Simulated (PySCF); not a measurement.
# C3H5OS, charge +1, SMILES `CSCC#[O+]`: electronic structure

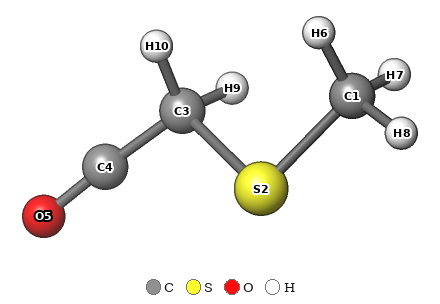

The molecule, with its atoms numbered as below. No frequency check shows the geometry to be a minimum.

Geometry (Å), atoms numbered from 1:

```
C1       2.3275    0.3632    0.0008
S2       0.8442   -0.6554   -0.0004
C3      -0.4606    0.7737   -0.0013
C4      -1.7200    0.2392    0.0001
O5      -2.7226   -0.2589    0.0006
H6       2.3943    0.9651    0.9021
H7       2.3949    0.9659   -0.8999
H8       3.1400   -0.3631    0.0006
H9      -0.2687    1.3672   -0.9013
H10     -0.2692    1.3665    0.9022
```

Part 1: Bonding charge

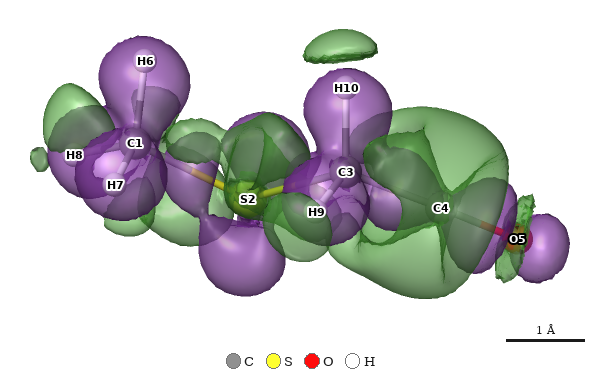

Deformation density (molecule less spherical, spin-averaged free atoms at the same positions), surfaces at ±0.06 e/Å³; purple: gain, green: loss.

Computed with PySCF, B3LYP/def2-SVPD, geometry: GFN2-xTB.

**Describe the bonding that the map shows.**

C4–O5: +0.86 e/Å³ at the bond critical point (bond length 1.12 Å). C1–H7 and C1–H6: +0.72 e/Å³ at the bond critical point (bond length 1.09 Å). C1–H8: +0.70 e/Å³ at the bond critical point (bond length 1.09 Å). C3–H9: +0.69 e/Å³ at the bond critical point (bond length 1.09 Å). C3–H10: +0.68 e/Å³ at the bond critical point (bond length 1.10 Å). C3–C4: +0.41 e/Å³ at the bond critical point (bond length 1.37 Å). C1–S2: +0.26 e/Å³ at the bond critical point (bond length 1.80 Å). S2–C3: +0.11 e/Å³ at the bond critical point (bond length 1.94 Å). In all, 2.0 electrons gather in the regions of gain relative to the promolecule of neutral atoms (the regions of loss give up this much and the cation's charge besides). A small or negative value marks a very polar bond, one between electron-rich atoms, whose free-atom densities already overlap strongly, a long bond to a heavier atom, or a closed-shell contact such as a hydrogen bond.

**Where do the Hirshfeld charges lie?**

The highest Hirshfeld charge is on C4 (+0.42 e), the lowest on C1 (−0.07 e).

| atom | charge (e) |
| --- | --- |
| C1 | −0.07 |
| S2 | +0.12 |
| C3 | −0.01 |
| C4 | +0.42 |
| O5 | +0.07 |
| H6 | +0.07 |
| H7 | +0.07 |
| H8 | +0.09 |
| H9 | +0.12 |
| H10 | +0.12 |

Part 2: Bond critical points

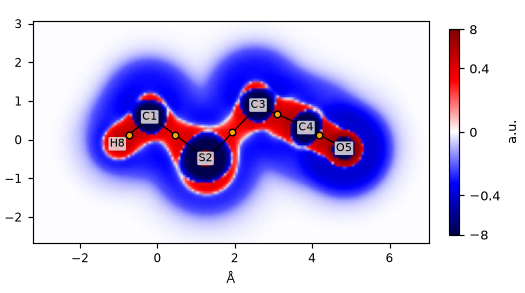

Negative Laplacian of the density (−∇²ρ) in the plane of C1, S2, C3, C4, O5 and H8 (red positive, blue negative, colour scale in a.u., logarithmic beyond ±0.04), with bond paths and bond critical points (dots).

**Sort the bonds in the plane by the sign of ∇²ρ at their critical points.**

Concentrated (∇²ρ < 0): C3–C4 (−0.88 a.u.); C1–H8 (−1.08 a.u.); C1–S2 (−0.32 a.u.); S2–C3 (−0.16 a.u.). Depleted (∇²ρ > 0): C4–O5 (+1.30 a.u., H = −0.902). A positive Laplacian with clearly negative H marks a strongly polar covalent bond, whose critical point lies close to the core of the less electronegative atom.

**Where along C4–O5 does the critical point lie?**

0.38 Å from C4 and 0.74 Å from O5.

Part 3: Electrostatic potential

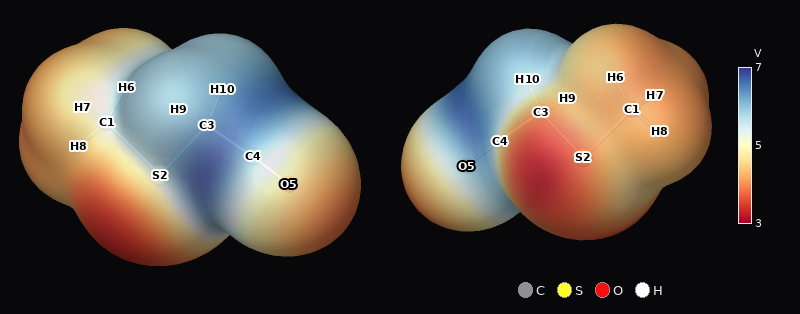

Electrostatic potential on the surface of electron density 0.001 a.u. (back view left, front view right).

**Where are the extremes of the potential on the surface?**

Highest: 6.74 V, 1.7 Å from C4. Further maxima include 4.85 V, 1.6 Å from H8. Lowest: 3.27 V, 2.2 Å from S2, and at like points elsewhere. Further minima include 3.82 V, 1.7 Å from O5; 4.03 V, 1.4 Å from H7, and at like points elsewhere. The surface is sampled at points, so like sites can differ by a few per cent and only the strongest of them is named.

**What volume does the surface enclose?**

About 107 Å³.

Part 4: Excited states

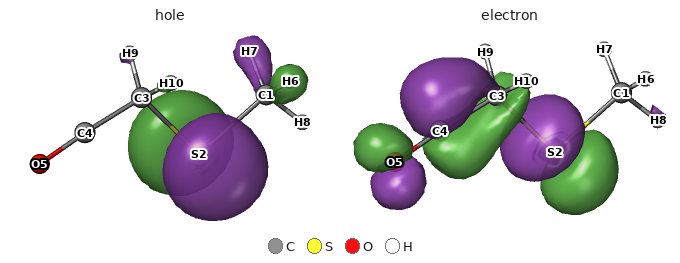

Leading natural transition orbital pair of T₁ (full linear response triplet states); the surfaces enclose about 78 % of each orbital's density.

Level of theory: CAM-B3LYP/def2-SVP (PySCF), at a geometry from GFN2-xTB. Without diffuse functions Rydberg states are missing, so the states' numbers hold for this basis only.

**Give its energy and the atoms that hole and electron lie on.**

2.08 eV (595 nm), spin-forbidden from the singlet ground state; the leading pair carries 100 %; hole on S2 (82 %) and C1 (6 %), electron on S2 (36 %), C4 (27 %) and O5 (17 %); their centroids lie 1.5 Å apart. In canonical orbitals it is mainly HOMO → LUMO (93 %). The HOMO–LUMO gap is 6.21 eV.
